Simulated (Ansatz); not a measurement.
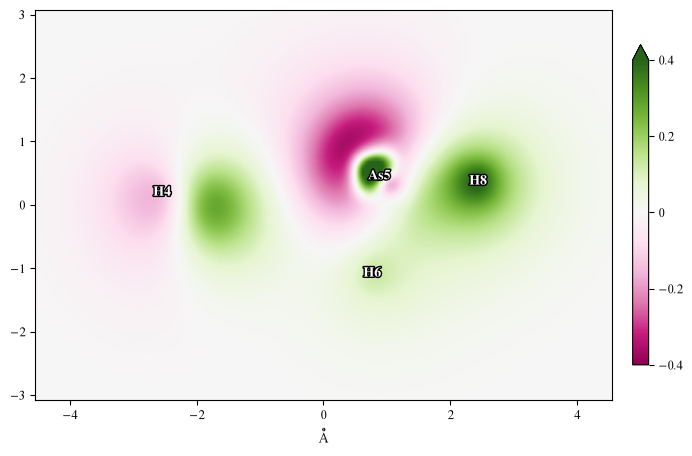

Figure 1: AsH6N. The HOMO on the plane of atoms H6, As5 and H8 (values in Å⁻³ᐟ²; the overall sign is arbitrary).

At this geometry the atoms fall into two loosely joined parts.

All numbers below come from Ansatz, RKS PBE-D4/def2-SVP.

The calculation's input:

```
crystal:
  periodic: [false, false, false]
  atoms:
    - { symbol: "N", position_ang: [0.0846, 0.1783, -1.485] }
    - { symbol: H, position_ang: [0.7497, -0.5179, -1.8043] }
    - { symbol: H, position_ang: [-0.8124, -0.0348, -1.9042] }
    - { symbol: H, position_ang: [0.3856, 1.0795, -1.8415] }
    - { symbol: As, position_ang: [0.3034, 0.226, 1.4285] }
    - { symbol: H, position_ang: [-1.179, 0.1965, 1.3022] }
    - { symbol: H, position_ang: [0.3223, -1.2661, 1.3787] }
    - { symbol: H, position_ang: [0.1458, 0.1384, 2.9256] }
basis:
  gaussian: { orbitals: def2-SVP }
hamiltonian:
  xc: pbe
  dispersion: d4
relax:
  f_tol: 0.02
  max_steps: 40
scf:
  lower_state_search: "off"
output:
  orbitals: {}
```

Launched as:

```sh
ansatz run input.yaml --threads 1 --pin off --max-ram 2048MiB --backend cpu --events-out ev --progress --plain --runs-dir out
```

The fields are those of the relaxed geometry.

### What is the character of this orbital?

It lies mainly on As5 (about 40 %), N1 (about 35 %) and H8 (about 10 %). Its energy is −5.67 eV.
